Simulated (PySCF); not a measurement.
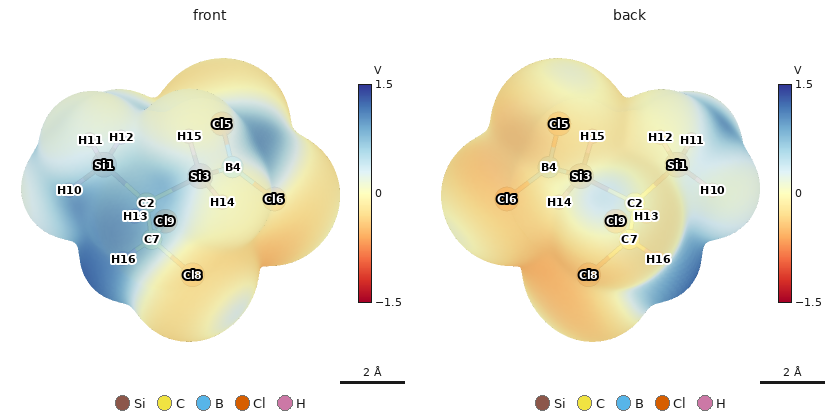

*C2H7BCl4Si2 (SMILES [SiH3][C@H]([SiH2]B(Cl)Cl)C(Cl)Cl). The molecular electrostatic potential painted on the density surface at 0.001 e/bohr³, seen from the front and from behind; red is negative and blue positive.*

Geometry: GFN2-xTB.

Theory: PySCF, PBE0/pcSseg-1, SCF density, gas phase, non-relativistic.

```xyz
16

Si   -1.4214    1.0700   -1.0910
C    -0.8406   -0.0069    0.3828
Si    0.8094    0.5885    1.1813
B     2.3623    0.0028    0.0869
Cl    2.8501    0.9005   -1.3043
Cl    3.3594   -1.3229    0.5422
C    -0.7519   -1.4448   -0.0298
Cl   -0.1530   -2.4729    1.3046
Cl    0.3593   -1.6377   -1.4100
H    -2.4889    0.3406   -1.7811
H    -1.9493    2.3072   -0.5207
H    -0.3222    1.3463   -2.0077
H    -1.6107    0.0488    1.1559
H     0.8265    0.1090    2.5694
H     0.6707    2.0512    1.2541
H    -1.7073   -1.8709   -0.3441
```

Question: Where is the surface potential most negative and most positive?

Answer: The most negative region (about −0.5 V, or −12 kcal/mol for a unit charge) lies over Cl6, Cl8 and Cl9, the most positive (about +1.2 V, or +28 kcal/mol for a unit charge) over H16. Cl8 shows a σ-hole: about +0.3 V at the tip opposite its bond, against about −0.3 V on its flanks. Cl9 shows a σ-hole: about +0.3 V, or +7 kcal/mol for a unit charge at the tip opposite its bond, against about −0.2 V on its flanks.

Question: How polar is the molecule by this calculation?

Answer: Its dipole moment is 2.36 D.
